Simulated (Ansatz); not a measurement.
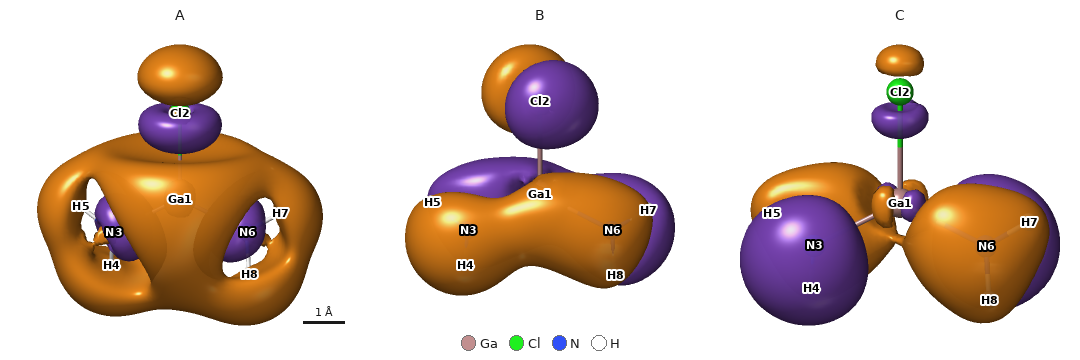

Figure. ClGaH4N2. Three frontier orbitals at ±0.06 Å⁻³ᐟ² (orange and purple are the two phases), in no order.

Computed with Ansatz, RKS revPBE-D4/def2-SVP.

```yaml
atoms:
  - { symbol: Ga, position_ang: [-0.0026, 0.0276, -0.1194] }
  - { symbol: Cl, position_ang: [-0.0147, 0.1607, 2.0544] }
  - { symbol: N, position_ang: [1.6024, 0.2766, -0.9705] }
  - { symbol: H, position_ang: [1.7456, -0.1511, -1.8894] }
  - { symbol: H, position_ang: [2.4500, 0.1803, -0.4048] }
  - { symbol: N, position_ang: [-1.5983, -0.3244, -0.9518] }
  - { symbol: H, position_ang: [-2.4518, -0.1589, -0.4114] }
  - { symbol: H, position_ang: [-1.7306, -0.0108, -1.9172] }
```

Which picture is the HOMO−1, the HOMO and the LUMO?

B is the HOMO−1 (−6.12 eV). It lies mainly on N3 (about 30 %), N6 (about 30 %), Cl2 (about 15 %) and Ga1 (about 15 %). C is the HOMO (−5.65 eV). By Hirshfeld shares it lies mainly on N3 (about 40 %), N6 (about 40 %) and Ga1 (about 10 %); largely a combination of lone pairs on N3 and N6. A is the LUMO (−1.00 eV). It lies mainly on Ga1 (about 40 %), Cl2 (about 15 %), N3 (about 10 %) and N6 (about 10 %).

What is the HOMO–LUMO gap?

4.65 eV between the orbital energies.
